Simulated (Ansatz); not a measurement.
# CH4Cl2Sn: what the fields show

```yaml
atoms:
  - { symbol: Sn, position_ang: [-0.0294, -0.0529, 0.0750] }
  - { symbol: H, position_ang: [0.1095, 0.1675, 1.7636] }
  - { symbol: Cl, position_ang: [2.1608, -0.0209, -0.7987] }
  - { symbol: Cl, position_ang: [-1.1126, 1.8618, -0.7747] }
  - { symbol: C, position_ang: [-1.0190, -1.7672, -0.7342] }
  - { symbol: H, position_ang: [-1.5612, -2.3021, 0.0580] }
  - { symbol: H, position_ang: [-1.7228, -1.4213, -1.5035] }
  - { symbol: H, position_ang: [-0.2622, -2.4236, -1.1850] }
```

Core potentials replace the inner electrons of Sn.

Computed with RKS r2SCAN-D4/def2-SVP (Ansatz).

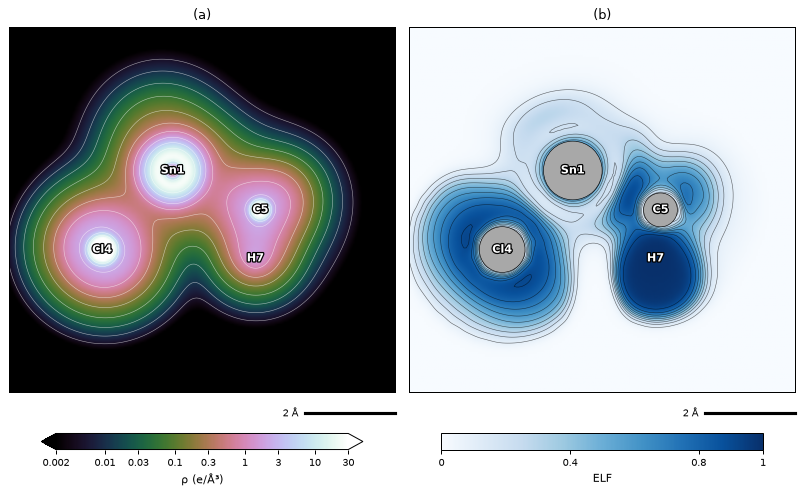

Figure 1. (a) electron density; (b) electron localisation function on the plane of atoms Cl4, Sn1 and C5. Grey discs cover the atomic cores in the ELF map.

Q: What do the fields say about this system?

A: The section cuts through Sn, Cl, C and H sites. C–Sn (2.14 Å): ρ is about 0.7 e/Å³ halfway; the ELF peaks at about 0.90 in the valence shell of C, 0.7 Å from its nucleus, and drops to about 0.20 between the two atoms. Sn–Cl (2.36 Å): the density is about 0.53 e/Å³ at the midpoint; the ELF peaks at about 0.80 in the valence shell of Cl, 0.8 Å from its nucleus, and drops to about 0.15 between the two atoms. C–H (1.10 Å): ρ is about 1.9 e/Å³ halfway; the ELF climbs to about 1 towards the hydrogen, as it does in any bond to H (a covalent bond by its length). The ELF also peaks beside Cl4, away from the bonds: lone-pair regions.

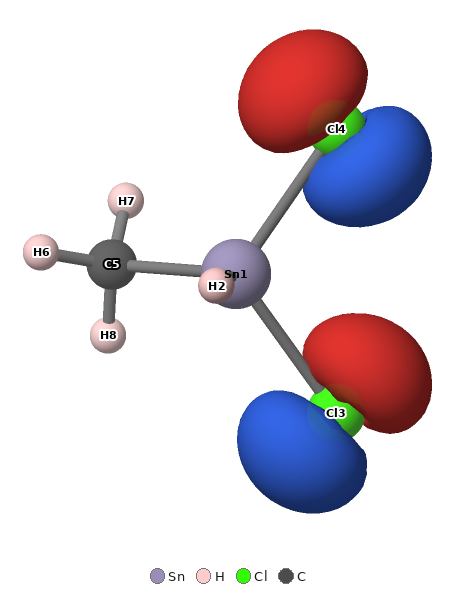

Figure 2. The HOMO−1 at ±0.15 Å⁻³ᐟ² (red and blue are the two phases), seen at a tilt.

Q: Describe this orbital and give its energy.

A: It lies mainly on Cl3 (about 45 %) and Cl4 (about 45 %); largely a combination of lone pairs on Cl3 and Cl4. Its energy is −7.65 eV.

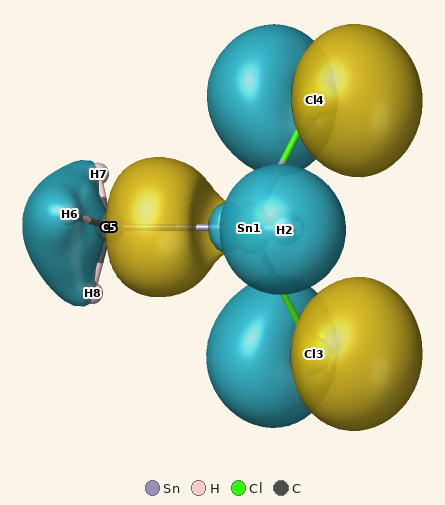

Figure 3. The HOMO at ±0.08 Å⁻³ᐟ² (yellow and cyan are the two phases), seen across its widest extent.

Q: Describe this orbital and give its energy.

A: Its weight (Hirshfeld) is mainly on Cl3 (about 35 %), Cl4 (about 35 %), C5 (about 10 %), Sn1 (about 10 %) and H2 (about 5 %). Its energy is −7.48 eV.
